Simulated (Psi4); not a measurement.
# r2SCAN/jun-cc-pVDZ (sweep point 2) run of P2H2 (phosphanylidenephosphane)

Aim: the vertical ionisation energy of P2H2 (phosphanylidenephosphane) at r2SCAN/jun-cc-pVDZ (sweep point 2), from 2 runs. Input form: a Python script.

The calculation is run with Psi4 1.11.

## (1) The molecule

P2H2 has 4 atoms, charge 0, and is taken as a singlet. As SMILES, `[H]/P=P/[H]`. Geometry: relaxed at GFN2-xTB.

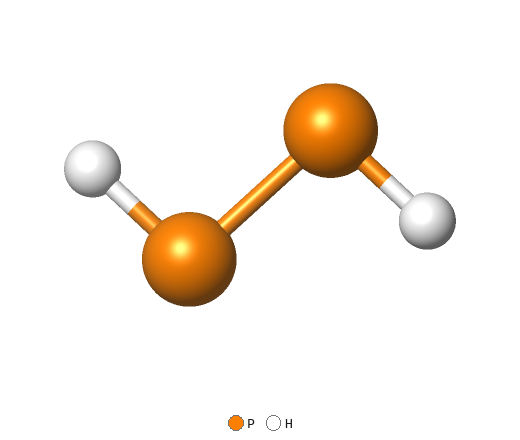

Viewed from a chosen angle; phosphorus orange, hydrogen white.

## (2) A single-point energy at r2SCAN/jun-cc-pVDZ (sweep point 2)

run.py reads:

```python
import psi4

psi4.set_memory(1600000000)
psi4.set_num_threads(1)
psi4.core.set_output_file('h2p2.out', False)

geom = psi4.geometry("""
0 1
P     -0.024370    -1.003630     0.088350
P      0.024420     1.003540    -0.088260
H      1.037260    -1.067570     1.003320
H     -1.037310     1.067660    -1.003410
symmetry c1
""")

psi4.set_options({
    'puream': True,
    'scf_type': 'pk',
    'dft_radial_points': 99,
    'dft_spherical_points': 590,
})

e_tot, wfn = psi4.energy('r2scan/jun-cc-pVDZ', molecule=geom, return_wfn=True)
print(f'r2scan/jun-cc-pVDZ energy: {e_tot:.10f} Eh')
```

Launch:

```sh
python run.py
```

h2p2.out, shortened:

```text
[...]
  Running in c1 symmetry.
[...]
  Nuclear repulsion =   76.759456495580409
[...]
  Multiplicity = 1
[...]
  Nalpha       = 16
  Nbeta        = 16
[...]
    Number of basis functions: 54
[...]
   @RKS iter   1:  -683.76204838626109   -1.71769e-01   5.40817e-03 ADIIS/DIIS
[...]
   @RKS iter   8:  -683.82636916045988   -6.76778e-10   5.52131e-08 DIIS
[...]
    Orbital Energies [Eh]
    ---------------------
    Doubly Occupied:
       1A    -76.796122     2A    -76.796110     3A     -6.495569
       4A     -6.495429     5A     -4.641281     6A     -4.641186
       7A     -4.639509     8A     -4.638989     9A     -4.636533
      10A     -4.636015    11A     -0.666517    12A     -0.521380
      13A     -0.341514    14A     -0.340179    15A     -0.266692
      16A     -0.241522
[...]
  @RKS Final Energy:  -683.82636916045988
   => Energetics <=
    Nuclear Repulsion Energy =             76.7594564955804088
    One-Electron Energy =               -1097.6340288393771516
    Two-Electron Energy =                 384.1799230600247483
    DFT Exchange-Correlation Energy =     -47.1317198766878320
    Empirical Dispersion Energy =           0.0000000000000000
    VV10 Nonlocal Energy =                  0.0000000000000000
    Total Energy =                       -683.8263691604598762
[...]
 Multipole Moments:
 ------------------------------------------------------------------------------------
     Multipole            Electronic (a.u.)      Nuclear  (a.u.)        Total (a.u.)
 ------------------------------------------------------------------------------------
 L = 1.  Multiply by 2.5417464519 to convert [e a0] to [Debye]
 Dipole X            :          0.0001455           -0.0000937            0.0000518
 Dipole Y            :         -0.0001990            0.0001686           -0.0000303
 Dipole Z            :          0.0002164           -0.0001686            0.0000478
 Magnitude           :                                                    0.0000767
[...]
```

Standard output:

```text
r2scan/jun-cc-pVDZ energy: -683.8263691605 Eh
```

Wall time 7.8 s (1 thread of Intel Xeon 6975P-C (Granite Rapids), shared host); peak memory 1.2 GiB.

## (3) The doublet cation

calc.py reads:

```python
import psi4

psi4.set_memory(1600000000)
psi4.set_num_threads(1)
psi4.set_output_file('psi4.out', False)

mol = psi4.geometry("""
1 2
P     -0.024370    -1.003630     0.088350
P      0.024420     1.003540    -0.088260
H      1.037260    -1.067570     1.003320
H     -1.037310     1.067660    -1.003410
symmetry c1
""")

psi4.set_options({
    'basis': 'jun-cc-pVDZ',
    'reference': 'uks',
    'puream': True,
    'scf_type': 'pk',
    'dft_radial_points': 99,
    'dft_spherical_points': 590,
    'maxiter': 150,
})

energy_value = psi4.energy("r2scan", molecule=mol)
print('E =', round(energy_value, 9))
```

Launch:

```sh
python calc.py
```

psi4.out, shortened:

```text
[...]
  Running in c1 symmetry.
[...]
  Nuclear repulsion =   76.759456495580409
[...]
  Multiplicity = 2
[...]
  Nalpha       = 16
  Nbeta        = 15
[...]
    Number of basis functions: 54
[...]
   @UKS iter   1:  -683.44764037401978    1.42639e-01   3.46162e-03 ADIIS/DIIS
[...]
   @UKS iter   9:  -683.47203177141228   -6.31098e-09   1.77552e-07 DIIS
[...]
   @S^2 Observed:                7.592606409E-01
[...]
    Orbital Energies [Eh]
    ---------------------
    Alpha Occupied:
       1A    -77.084049     2A    -77.084035     3A     -6.780005
       4A     -6.779868     5A     -4.927751     6A     -4.926862
       7A     -4.924405     8A     -4.924311     9A     -4.921708
      10A     -4.921562    11A     -0.932040    12A     -0.786738
      13A     -0.612501    14A     -0.594283    15A     -0.526666
      16A     -0.513132
    Alpha Virtual:
      17A     -0.387229    18A     -0.241514    19A     -0.220587
      20A     -0.174655    21A     -0.121693    22A     -0.079825
      23A     -0.079235    24A     -0.072273    25A     -0.059957
[...]
  @UKS Final Energy:  -683.47203177141228
   => Energetics <=
    Nuclear Repulsion Energy =             76.7594564955804088
    One-Electron Energy =               -1088.8704811983611762
    Two-Electron Energy =                 375.4723861003271281
    DFT Exchange-Correlation Energy =     -46.8333931689585654
    Empirical Dispersion Energy =           0.0000000000000000
    VV10 Nonlocal Energy =                  0.0000000000000000
    Total Energy =                       -683.4720317714122757
[...]
 Multipole Moments:
 ------------------------------------------------------------------------------------
     Multipole            Electronic (a.u.)      Nuclear  (a.u.)        Total (a.u.)
 ------------------------------------------------------------------------------------
 L = 1.  Multiply by 2.5417464519 to convert [e a0] to [Debye]
 Dipole X            :          0.0000751           -0.0000937           -0.0000186
 Dipole Y            :         -0.0000903            0.0001686            0.0000784
 Dipole Z            :          0.0000886           -0.0001686           -0.0000801
 Magnitude           :                                                    0.0001136
[...]
```

Standard output:

```text
E = -683.472031771
```

Run time: 11 s. Hardware: 1 thread of Intel Xeon 6975P-C (Granite Rapids), shared host; peak memory 1.2 GiB.

## (4) Results

Level: r2SCAN/jun-cc-pVDZ (sweep point 2).

```
                                          quantity          value
                        singlet P2H2: total energy  -683.82637 Eh
                       singlet P2H2: dipole moment         0.00 D
                         singlet P2H2: HOMO energy       -6.57 eV
                         singlet P2H2: LUMO energy       -3.71 eV
                       singlet P2H2: HOMO–LUMO gap        2.86 eV
                      doublet cation: total energy  -683.47203 Eh
doublet cation: HOMO energy (highest over α and β)      -13.82 eV
 doublet cation: LUMO energy (lowest over α and β)      -12.65 eV
                              doublet cation: ⟨S²⟩          0.759
vertical ionisation energy (to the doublet cation)       9.642 eV
```

Removing an electron at fixed nuclei costs 9.64 eV (930 kJ/mol). −ε(HOMO) before ionisation, 6.57 eV, is 3.07 eV below this ionisation energy.
